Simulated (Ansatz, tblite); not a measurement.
# The cluster Si3O3−: isomers from a random search, part 2 of 2

Aim: relax the candidate shapes of the cluster Si3O3− that a cheap search turned up, and see how the levels of theory order them.

Ansatz 0.2.0, Gaussian basis; relaxed with r2SCAN-D4/def2-SVPD, doublet. The steps go on from the part before.

## (12) Candidate B, B3LYP-D4/def2-TZVPD

File in.yaml:

```yaml
crystal:
  periodic: [false, false, false]
  atoms:
    - {symbol: Si, position_ang: [-1.695153, 0.441954, 1.069167]}
    - {symbol: Si, position_ang: [0.588452, 0.979012, 0.791994]}
    - {symbol: Si, position_ang: [0.128570, -0.765076, -0.832443]}
    - {symbol: O, position_ang: [0.563882, -1.725950, -1.976760]}
    - {symbol: O, position_ang: [1.874718, 1.798361, 1.166220]}
    - {symbol: O, position_ang: [-1.460479, -0.728301, -0.218170]}
basis:
  gaussian: {orbitals: def2-TZVPD, initial_orbitals: start.molden}
total_charge: -1
magnetization: {spin_polarized: true, initial_magnetization: 1}
hamiltonian: {xc: {name: B3LYP}, dispersion: d4}
scf: {omitted_lower_state_checks: [starts]}
output: {orbitals: {seedname: orbitals}}
```

Command:

```sh
$ ansatz run in.yaml --threads 4 --pin off --events-out ev --progress --plain --max-ram 4787MiB
```

Log, cut to the lines that bear on the results:

```text
Functional definition: B3LYP
  name "B3LYP"
  cite "Stephens, Devlin, Chabalowski & Frisch, J. Phys. Chem. 98, 11623 (1994) doi:10.1021/j100096a001"
  cite "Becke, Phys. Rev. A 38, 3098 (1988) doi:10.1103/PhysRevA.38.3098"
  cite "Lee, Yang & Parr, Phys. Rev. B 37, 785 (1988) doi:10.1103/PhysRevB.37.785"
  cite "Vosko, Wilk & Nusair, Can. J. Phys. 58, 1200 (1980) doi:10.1139/p80-159"
[...]
1419 factors; their error is unknown
[...]
mean field -29782.72262080 eV, -1094.4948688601 hartree, gradient 1.8e-5 eV, S^2 0.755139; 0 other end points of the search recorded, 0 dependent functions left out
reference -29782.72288727 eV, -1094.4948786526 hartree; 34, 33 occupied and 215, 216 virtual orbitals, 1419 factors
Total energy: -29783.19748040 eV, -1094.5123196283 hartree
Checks for a lower state left out: starts
```

Wall time 7 s (4 threads of Intel Xeon at 2.80GHz, shared host); peak memory 0.99 GiB.

Report: HOMO -1.30 eV, LUMO 0.68 eV (over both spins); ⟨S²⟩ 0.755 (pure: 0.75).

## (13) Candidate B, CCSD(T)/def2-SVPD

Edit in.yaml of step 12 so:

```diff
@@ -10,7 +10,7 @@
 basis:
-  gaussian: {orbitals: def2-TZVPD, initial_orbitals: start.molden}
+  gaussian: {orbitals: def2-SVPD, initial_orbitals: start.molden}
 total_charge: -1
 magnetization: {spin_polarized: true, initial_magnetization: 1}
-hamiltonian: {xc: {name: B3LYP}, dispersion: d4}
-scf: {omitted_lower_state_checks: [starts]}
+correlation: {method: ccsd_t}
+scf: {omitted_lower_state_checks: [starts, cluster_reference]}
 output: {orbitals: {seedname: orbitals}}
```

Launched as before.

Log, cut to the lines that bear on the results:

```text
Functional definition: HF
  name "HF"
  cite "Fock, Z. Phys. 61, 126 (1930) doi:10.1007/BF01340294"
  parent pbe
[...]
1353 factors; integrals over basis functions are off by at most 4.7e-4 eV
[...]
mean field -29688.75925898 eV, -1091.0417790036 hartree, gradient 2.4e-6 eV, S^2 0.771145; 0 other end points of the search recorded, 0 dependent functions left out
18 core orbitals not correlated: weight in the atoms' cores, before any rotation towards them, 1.000 or more for the frozen orbitals, at most 0.000 for the correlated occupied ones
reference -29688.75925898 eV, -1091.0417790036 hartree; 16, 15 occupied and 107, 108 virtual orbitals, 1353 factors
second order -23.50392822 eV of doubles, -0.00000000 eV of singles
cycle   1  -22.62864656 eV  change    8.8e-1 eV  update   2.1e-1
[...]
cycle  14  -23.80275539 eV  change    8.7e-6 eV  update   2.1e-5
perturbative correction -1.14151146 eV, -0.0419497724 hartree
Total energy: -29713.70352582 eV, -1091.9584639024 hartree
Checks for a lower state left out: starts, cluster_reference
```

Wall time 33 s (4 threads of Intel Xeon at 2.80GHz, shared host); peak memory 2.1 GiB.

From the report: Hartree-Fock HOMO -3.64 eV, LUMO 4.09 eV (over both spins); ⟨S²⟩ 0.771 (pure: 0.75); T1 0.028.

## (14) Candidate C, GFN1-xTB

Tight binding, by tblite at 300 K electronic temperature and without a spin-polarisation term:

```python
tblite.interface.Calculator('GFN1-xTB', numbers, positions, charge=-1, uhf=1).singlepoint()
```

Energy -544.2907 eV; 0.006 s.

## (15) Candidate C, GFN2-xTB

Tight binding, by tblite at 300 K electronic temperature and without a spin-polarisation term:

```python
tblite.interface.Calculator('GFN2-xTB', numbers, positions, charge=-1, uhf=1).singlepoint()
```

Energy -480.4355 eV; 0.008 s.

## (16) Candidate C, PBE0-D4/def2-TZVPD

File in.yaml:

```yaml
crystal:
  periodic: [false, false, false]
  atoms:
    - {symbol: Si, position_ang: [1.042655, 1.083993, -0.535806]}
    - {symbol: Si, position_ang: [-0.095632, -0.779616, -1.124142]}
    - {symbol: Si, position_ang: [-0.745771, 1.567406, 1.136998]}
    - {symbol: O, position_ang: [-0.883729, -2.004185, -1.667169]}
    - {symbol: O, position_ang: [1.388480, -0.723797, -0.347540]}
    - {symbol: O, position_ang: [-0.706003, 0.856199, 2.537670]}
basis:
  gaussian: {orbitals: def2-TZVPD, initial_orbitals: start.molden}
total_charge: -1
magnetization: {spin_polarized: true, initial_magnetization: 1}
hamiltonian: {xc: pbe0, dispersion: d4}
scf: {omitted_lower_state_checks: [starts]}
output: {orbitals: {seedname: orbitals}}
```

Same command.

Log:

```text
Functional definition: PBE0
  name "PBE0"
  cite "Adamo & Barone, J. Chem. Phys. 110, 6158 (1999) doi:10.1063/1.478522"
  cite "Perdew, Burke & Ernzerhof, Phys. Rev. Lett. 77, 3865 (1996) doi:10.1103/PhysRevLett.77.3865"
  parent pbe
  parameter a = 0.25
  parameter kappa = 0.804
  parameter beta = 0.06672455060314922
  exchange = (1 - a)*pbe_x(kappa = kappa, mu = beta*pi^2/3) + a*exact_x
  correlation = pbe_c(beta = beta)
these checks for a lower state are left out or cut short: starts
1440 factors; their error is unknown
mean field evaluation 1: about -29759.0221 eV, gradient 1.3e2 eV
mean field evaluation 2: about -29763.6720 eV, gradient 4.8e0 eV
mean field evaluation 4: about -29763.8172 eV, gradient 1.7e-1 eV
mean field evaluation 8: about -29763.8177 eV, gradient 3.0e-5 eV
mean field -29763.81767273 eV, -1093.8001248328 hartree, gradient 3.0e-5 eV, S^2 0.763648; 0 other end points of the search recorded, 0 dependent functions left out
reference -29763.81771413 eV, -1093.8001263541 hartree; 34, 33 occupied and 215, 216 virtual orbitals, 1440 factors
Total energy: -29764.05796882 eV, -1093.8089555511 hartree
Checks for a lower state left out: starts
```

It took 7.5 s on 4 threads of Intel Xeon at 2.80GHz, shared host; peak memory 1 GiB.

Report: HOMO -1.51 eV, LUMO 0.98 eV (over both spins); ⟨S²⟩ 0.764 (pure: 0.75).

## (17) Candidate C, PBE-D4/def2-TZVPD

Edit in.yaml of step 16 so:

```diff
@@ -13,4 +13,4 @@
 magnetization: {spin_polarized: true, initial_magnetization: 1}
-hamiltonian: {xc: pbe0, dispersion: d4}
+hamiltonian: {xc: pbe, dispersion: d4}
 scf: {omitted_lower_state_checks: [starts]}
-output: {orbitals: {seedname: orbitals}}
+output: {forces: true, orbitals: {seedname: orbitals}}
```

Launched as before.

Log, cut to the lines that bear on the results:

```text
Functional definition: PBE
  name "PBE"
  cite "Perdew, Burke & Ernzerhof, Phys. Rev. Lett. 77, 3865 (1996) doi:10.1103/PhysRevLett.77.3865"
  parent pbe
[...]
1377 factors; their error is unknown
[...]
mean field -29762.69881473 eV, -1093.7590075595 hartree, gradient 2.7e-5 eV, S^2 0.755875; 0 other end points of the search recorded, 0 dependent functions left out
[...]
reference -29762.69886751 eV, -1093.7590094992 hartree; 34, 33 occupied and 215, 216 virtual orbitals, 1377 factors
Total energy: -29762.97860859 eV, -1093.7692897943 hartree
Atom 0 at     1.042655     1.083993    -0.535806 Å, force     0.102355    -0.166084     0.036050 eV/Å
Atom 1 at    -0.095632    -0.779616    -1.124142 Å, force     0.053146    -0.180116     0.081180 eV/Å
Atom 2 at    -0.745771     1.567406     1.136998 Å, force    -0.035290    -0.150773     0.295855 eV/Å
Atom 3 at    -0.883729    -2.004185    -1.667169 Å, force     0.149026     0.188474     0.091073 eV/Å
Atom 4 at     1.388480    -0.723797    -0.347540 Å, force    -0.252959     0.149224    -0.210645 eV/Å
Atom 5 at    -0.706003     0.856199     2.537670 Å, force    -0.016278     0.159275    -0.293513 eV/Å
Dipole moment:     0.335015     0.495009    -0.323001 e Å
Checks for a lower state left out: starts
```

Wall time 4.2 s (4 threads of Intel Xeon at 2.80GHz, shared host).

Report: HOMO -0.47 eV, LUMO 0.30 eV (over both spins); ⟨S²⟩ 0.756 (pure: 0.75).

## (18) Candidate C, r2SCAN-D4/def2-TZVPD

Edit in.yaml of step 17 so:

```diff
@@ -13,4 +13,4 @@
 magnetization: {spin_polarized: true, initial_magnetization: 1}
-hamiltonian: {xc: pbe, dispersion: d4}
+hamiltonian: {xc: r2scan, dispersion: d4}
 scf: {omitted_lower_state_checks: [starts]}
-output: {forces: true, orbitals: {seedname: orbitals}}
+output: {orbitals: {seedname: orbitals}}
```

Same command.

Log:

```text
Functional definition: r2SCAN
  name "r2SCAN"
  cite "Furness, Kaplan, Ning, Perdew & Sun, J. Phys. Chem. Lett. 11, 8208 (2020) doi:10.1021/acs.jpclett.0c02405"
  cite "Furness, Kaplan, Ning, Perdew & Sun, J. Phys. Chem. Lett. 11, 9248 (2020) doi:10.1021/acs.jpclett.0c03077"
  parent r2scan
  parameter k0 = 0.174
  parameter k1 = 0.065
  parameter a1 = 4.9479
  exchange = r2scan_x(k0 = k0, k1 = k1, a1 = a1)
  correlation = r2scan_c
these checks for a lower state are left out or cut short: starts
1377 factors; their error is unknown
mean field evaluation 1: about -29775.4003 eV, gradient 5.8e0 eV
mean field evaluation 2: about -29775.4679 eV, gradient 1.4e-1 eV
mean field evaluation 4: about -29775.4570 eV, gradient 1.9e-3 eV
mean field -29775.45703253 eV, -1094.2278634160 hartree, gradient 3.8e-5 eV, S^2 0.763842; 0 other end points of the search recorded, 0 dependent functions left out
reference -29775.45706285 eV, -1094.2278645301 hartree; 34, 33 occupied and 215, 216 virtual orbitals, 1377 factors
Total energy: -29775.52020123 eV, -1094.2301848229 hartree
Checks for a lower state left out: starts
```

It took 7.5 s on 4 threads of Intel Xeon at 2.80GHz, shared host.

HOMO -0.74 eV, LUMO 0.47 eV (over both spins); ⟨S²⟩ 0.764 (pure: 0.75).

## (19) Candidate C, ωB97M-V/def2-TZVPD

Edit in.yaml of step 18 so:

```diff
@@ -13,3 +13,3 @@
 magnetization: {spin_polarized: true, initial_magnetization: 1}
-hamiltonian: {xc: r2scan, dispersion: d4}
+hamiltonian: {xc: {name: wB97M-V}}
 scf: {omitted_lower_state_checks: [starts]}
```

Launched as before.

Log, cut to the lines that bear on the results:

```text
Functional definition: wB97M-V
  name "wB97M-V"
  cite "Mardirossian & Head-Gordon, J. Chem. Phys. 144, 214110 (2016) doi:10.1063/1.4952647"
  cite "Becke, J. Chem. Phys. 107, 8554 (1997) doi:10.1063/1.475007"
  cite "Vydrov & Van Voorhis, J. Chem. Phys. 133, 244103 (2010) doi:10.1063/1.3521275"
  # Of w^i u^j: cxij and so on, Table III.
[...]
  gx(w, u) = 1 - cx + cx01*u + cx10*w
  gss(w, u) = css00 + css04*u^4 + css10*w + css20*w^2 + css43*w^4*u^3
  gos(w, u) = cos00 + cos10*w + (cos20 + cos21*u)*w^2 + (cos60 + cos61*u)*w^6
[...]
      + integral(e_c_pw_mod_opposite_spin*gos(b97_w_opposite, b97_u_opposite)) + vv10(b, c)
[...]
1404 factors; their error is unknown
366 factors; integrals over basis functions are off by at most 2.8e-5 eV
[...]
mean field -29777.51884934 eV, -1094.3036337862 hartree, gradient 3.5e-5 eV, S^2 0.759094; 0 other end points of the search recorded, 0 dependent functions left out
reference -29777.51891003 eV, -1094.3036360162 hartree; 34, 33 occupied and 215, 216 virtual orbitals, 1404 factors
Total energy: -29777.51891003 eV, -1094.3036360162 hartree
Checks for a lower state left out: starts
```

Wall time 18 s (4 threads of Intel Xeon at 2.80GHz, shared host); peak memory 1.2 GiB.

Report: HOMO -3.14 eV, LUMO 2.45 eV (over both spins); ⟨S²⟩ 0.759 (pure: 0.75).

## (20) Candidate C, B3LYP-D4/def2-TZVPD

Edit in.yaml of step 19 so:

```diff
@@ -13,3 +13,3 @@
 magnetization: {spin_polarized: true, initial_magnetization: 1}
-hamiltonian: {xc: {name: wB97M-V}}
+hamiltonian: {xc: {name: B3LYP}, dispersion: d4}
 scf: {omitted_lower_state_checks: [starts]}
```

Launched as before.

Log, cut to the lines that bear on the results:

```text
Functional definition: B3LYP
  name "B3LYP"
  cite "Stephens, Devlin, Chabalowski & Frisch, J. Phys. Chem. 98, 11623 (1994) doi:10.1021/j100096a001"
  cite "Becke, Phys. Rev. A 38, 3098 (1988) doi:10.1103/PhysRevA.38.3098"
  cite "Lee, Yang & Parr, Phys. Rev. B 37, 785 (1988) doi:10.1103/PhysRevB.37.785"
  cite "Vosko, Wilk & Nusair, Can. J. Phys. 58, 1200 (1980) doi:10.1139/p80-159"
[...]
1419 factors; their error is unknown
[...]
mean field -29781.76774067 eV, -1094.4597776624 hartree, gradient 2.7e-5 eV, S^2 0.759452; 0 other end points of the search recorded, 0 dependent functions left out
reference -29781.76801095 eV, -1094.4597875950 hartree; 34, 33 occupied and 215, 216 virtual orbitals, 1419 factors
Total energy: -29782.22872031 eV, -1094.4767183517 hartree
Checks for a lower state left out: starts
```

Wall time 7 s (4 threads of Intel Xeon at 2.80GHz, shared host); peak memory 0.99 GiB.

From the report: HOMO -1.28 eV, LUMO 0.74 eV (over both spins); ⟨S²⟩ 0.759 (pure: 0.75).

## (21) Candidate C, CCSD(T)/def2-SVPD

Edit in.yaml of step 20 so:

```diff
@@ -10,7 +10,7 @@
 basis:
-  gaussian: {orbitals: def2-TZVPD, initial_orbitals: start.molden}
+  gaussian: {orbitals: def2-SVPD, initial_orbitals: start.molden}
 total_charge: -1
 magnetization: {spin_polarized: true, initial_magnetization: 1}
-hamiltonian: {xc: {name: B3LYP}, dispersion: d4}
-scf: {omitted_lower_state_checks: [starts]}
+correlation: {method: ccsd_t}
+scf: {omitted_lower_state_checks: [starts, cluster_reference]}
 output: {orbitals: {seedname: orbitals}}
```

Same command.

Log, cut to the lines that bear on the results:

```text
Functional definition: HF
  name "HF"
  cite "Fock, Z. Phys. 61, 126 (1930) doi:10.1007/BF01340294"
  parent pbe
[...]
1353 factors; integrals over basis functions are off by at most 3.1e-4 eV
[...]
mean field -29687.57472284 eV, -1090.9982481036 hartree, gradient 3.4e-6 eV, S^2 0.814597; 0 other end points of the search recorded, 0 dependent functions left out
18 core orbitals not correlated: weight in the atoms' cores, before any rotation towards them, 1.000 or more for the frozen orbitals, at most 0.000 for the correlated occupied ones
reference -29687.57472284 eV, -1090.9982481036 hartree; 16, 15 occupied and 107, 108 virtual orbitals, 1353 factors
second order -23.69355853 eV of doubles, -0.00000000 eV of singles
cycle   1  -22.69749852 eV  change     1.0e0 eV  update   2.2e-1
[...]
cycle  16  -23.97594435 eV  change   -5.3e-6 eV  update   1.5e-5
perturbative correction -1.17554215 eV, -0.0432003773 hartree
Total energy: -29712.72620934 eV, -1091.9225481841 hartree
Checks for a lower state left out: starts, cluster_reference
```

It took 37 s on 4 threads of Intel Xeon at 2.80GHz, shared host; peak memory 2.1 GiB.

Report: Hartree-Fock HOMO -4.13 eV, LUMO 3.87 eV (over both spins); ⟨S²⟩ 0.815 (pure: 0.75); T1 0.029.

## (22) B against A

The energies of A at these levels come from its own runs, whose logs aren't repeated here.

```csv
method,B above A (kcal/mol),from CCSD(T)/def2-SVPD (kcal/mol),time
GFN1-xTB,2.2,-29.9,0.012 s
GFN2-xTB,11.4,-20.7,0.017 s
HF/def2-SVPD,43.6,+11.5,
PBE-D4/def2-TZVPD,23.3,-8.8,7.8 s
r2SCAN-D4/def2-TZVPD,26.4,-5.7,15 s
B3LYP-D4/def2-TZVPD,30.6,-1.5,14 s
PBE0-D4/def2-TZVPD,28.2,-3.9,17 s
ωB97M-V/def2-TZVPD,33.8,+1.7,36 s
MP2/def2-SVPD,29.3,-2.8,
CCSD/def2-SVPD,35.0,+2.9,
CCSD(T)/def2-SVPD,32.1,0,67 s
```

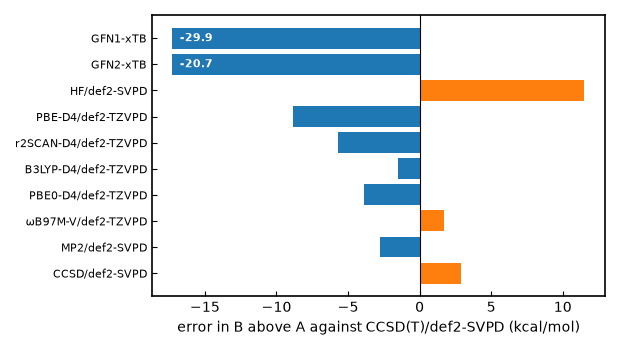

How far each level lands from CCSD(T)/def2-SVPD. Bars with a number in them are cut short.

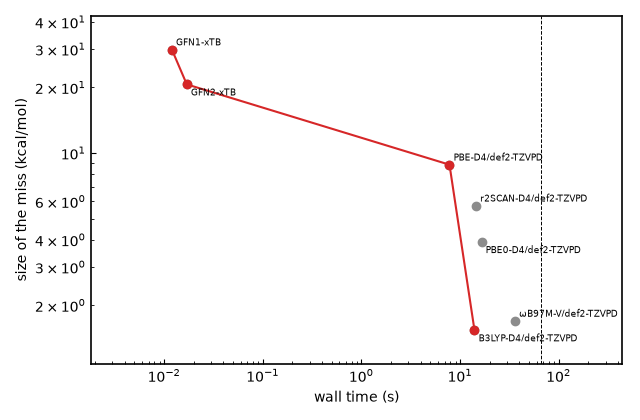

Miss against cost. Red marks the levels that no quicker level drawn beats (of those quicker than the yardstick), and the dashed line is the time of CCSD(T)/def2-SVPD. Times are from a shared host.

Times add the two runs; a level without a time comes out of a correlated run.

## (23) C against A

The energies of A at these levels come from its own runs, whose logs aren't repeated here.

Differences are taken before rounding.

```csv
method,C above A (kcal/mol),from CCSD(T)/def2-SVPD (kcal/mol),time
GFN1-xTB,35.9,-18.7,0.012 s
GFN2-xTB,30.6,-24.0,0.016 s
HF/def2-SVPD,70.9,+16.3,
PBE-D4/def2-TZVPD,44.7,-10.0,7.9 s
r2SCAN-D4/def2-TZVPD,49.1,-5.6,15 s
B3LYP-D4/def2-TZVPD,52.9,-1.7,14 s
PBE0-D4/def2-TZVPD,51.7,-2.9,16 s
ωB97M-V/def2-TZVPD,56.3,+1.6,37 s
MP2/def2-SVPD,52.3,-2.4,
CCSD/def2-SVPD,58.3,+3.7,
CCSD(T)/def2-SVPD,54.6,0,71 s
```

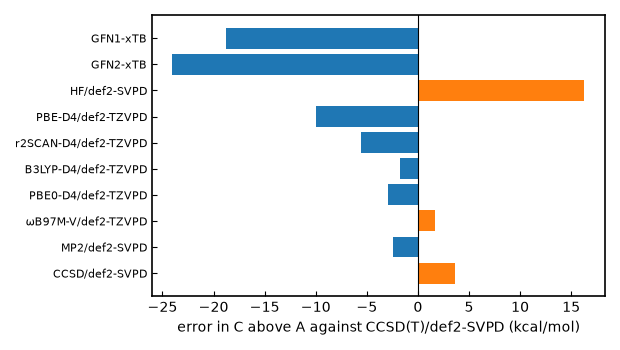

Deviations from CCSD(T)/def2-SVPD, method by method.

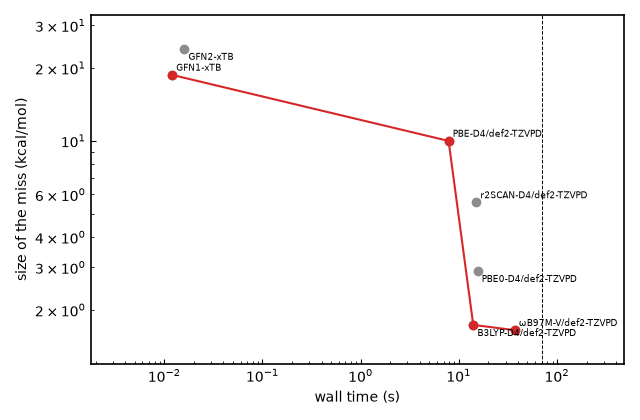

Miss against cost. Red marks the levels that no quicker level drawn beats (of those quicker than the yardstick), and the dashed line is the time of CCSD(T)/def2-SVPD. Times are from a shared host.

Times add the two runs; a level without a time comes out of a correlated run.

## (24) Summary of results

This closing draws on all 2 parts.

| quantity | value |
| --- | --- |
| B above A, CCSD(T)/def2-SVPD | +32.1 kcal/mol |
| levels that put B lower | none |
| C above A, CCSD(T)/def2-SVPD | +54.6 kcal/mol |
| levels that put C lower | none |

**Reading.** All levels free of doubt put A (Cs) below B (Cs), by 2.2 to 43.6 kcal/mol. The yardstick is in a double-zeta basis, so levels in larger sets aren't compared like for like. The reference is CCSD(T) in one finite basis, so it carries an error of its own, often a tenth of an eV or more, and near misses can't be ranked. All levels free of doubt put A (Cs) below C (C1), by 30.6 to 70.9 kcal/mol. The search was small, so a lower isomer may exist. Only doublets are compared; another spin may lie lower and prefer another shape.
